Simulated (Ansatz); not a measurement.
# BrCl (bromine chloride) at HF/STO-3G

Aim: the electronic atomisation energy of BrCl (bromine chloride) at HF/STO-3G, from 3 runs. 

Program for the calculation: Ansatz 0.2.0.

35 further runs of the same task are left out: 35 set aside as unsound or not needed.

**1. The system as given**

BrCl: 2 atoms, total charge 0, spin state singlet. As SMILES, `ClBr`. The bond length is the measured one.

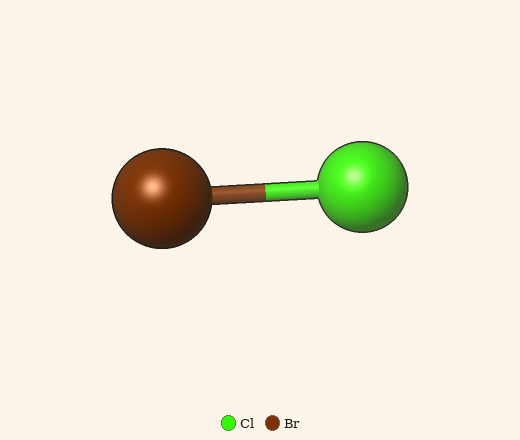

The structure, seen from a chosen angle (chlorine green, bromine brown).

**2. A single-point energy at HF/STO-3G**

input.yaml reads:

```yaml
crystal:
  periodic: [false, false, false]
  atoms:
    - symbol: Cl
      position_ang: [0.000000, 0.000000, 0.000000]
    - symbol: Br
      position_ang: [0.000000, 0.000000, 2.136065]
basis:
  gaussian: {orbitals: STO-3G}
hamiltonian: {xc: hf}
accuracy: high
output: {orbitals: {seedname: orbitals}}
```

On the command line:

```sh
ansatz run input.yaml --threads 1 --pin off --max-ram 3480MiB --events-out events.jsonl --progress --plain --runs-dir runs
```

Log:

```text
Warning: RAYON_NUM_THREADS=1 ignored (pool sized by the plan → 1); use --threads N
Functional definition: HF
  name "HF"
  exchange = exact_x
  correlation = 0
370 factors; integrals over basis functions are off by at most 5.9e-9 eV
mean field evaluation 1: about -81612.8756 eV, gradient 5.8e0 eV
mean field evaluation 2: about -81612.9301 eV, gradient 5.9e0 eV
mean field evaluation 4: about -81613.1054 eV, gradient 4.4e-2 eV
mean field evaluation 8: about -81613.1053 eV, gradient 5.1e-6 eV
mean field -81613.10528899 eV, -2999.2263000206 hartree, gradient 1.0e-8 eV, S^2 0.000000; 0 other end points of the search recorded, 0 dependent functions left out
reference -81613.10528899 eV, -2999.2263000206 hartree; 26, 26 occupied and 1, 1 virtual orbitals, 370 factors
Total energy: -81613.10528899 eV, -2999.2263000206 hartree
```

Wall time 0.16 s (1 thread of Arm Neoverse V1, shared host).

**3. The Br atom at the same level**

job.yaml reads:

```yaml
crystal:
  periodic: [false, false, false]
  atoms:
    - {symbol: Br, position_ang: [0.000000, 0.000000, 0.000000]}
basis:
  gaussian:
    orbitals: STO-3G
magnetization:
  spin_polarized: true
  initial_magnetization: 1
hamiltonian:
  xc: hf
accuracy: high
```

Run the same way, it converges to -2544.63678 Eh (log not shown).

**4. The Cl atom at the same level**

molecule.yaml reads:

```yaml
crystal:
  periodic: [false, false, false]
  atoms:
    - symbol: Cl
      position_ang: [0.000000, 0.000000, 0.000000]
basis:
  gaussian:
    orbitals: STO-3G
magnetization:
  spin_polarized: true
  initial_magnetization: 1
accuracy: high
hamiltonian:
  xc: hf
```

On the command line:

```sh
ansatz run molecule.yaml --threads 1 --pin off --max-ram 3480MiB --events-out events.jsonl --progress --plain --runs-dir runs
```

Log:

```text
Warning: RAYON_NUM_THREADS=1 ignored (pool sized by the plan → 1); use --threads N
[... 4 set-up lines as earlier in the session ...]
42 factors; integrals over basis functions are off by at most 4.6e-9 eV
mean field evaluation 1: about -12368.7208 eV, gradient 7.8e-1 eV
mean field evaluation 2: about -12368.7224 eV, gradient 7.8e-1 eV
mean field evaluation 4: about -12368.7232 eV, gradient 3.4e-6 eV
mean field evaluation 8: about -12368.7232 eV, gradient 9.1e-2 eV
mean field evaluation 16: about -12368.7232 eV, gradient 7.6e-14 eV
mean field -12368.72316544 eV, -454.5421925083 hartree, gradient 1.9e-13 eV, S^2 0.750000; 3 other end points of the search recorded, 0 dependent functions left out
reference -12368.72316544 eV, -454.5421925083 hartree; 9, 8 occupied and 0, 1 virtual orbitals, 42 factors
Total energy: -12368.72316544 eV, -454.5421925083 hartree
```

It took 0.04 s on 1 thread of Arm Neoverse V1, shared host.

**5. Results**

Level: HF/STO-3G.

| quantity | value |
| --- | --- |
| molecule: total energy | -2999.22630 Eh |
| molecule: HOMO energy | -9.51 eV |
| molecule: LUMO energy | 4.10 eV |
| molecule: HOMO–LUMO gap | 13.61 eV |
| Br atom: total energy | -2544.63678 Eh |
| Br atom: ⟨S²⟩ | 0.750 |
| Cl atom: total energy | -454.54219 Eh |
| Cl atom: ⟨S²⟩ | 0.750 |
| electronic atomisation energy | 1.288 eV |

In words: Taking the molecule apart into free atoms costs 1.29 eV (30 kcal/mol), before zero-point energy and without spin-orbit coupling. Hartree–Fock lacks the correlation of the bonding pairs, which as a rule makes this value much too low; in minimal bases other errors can mask that. In a minimal basis such a difference can be off by several eV, whatever the method.
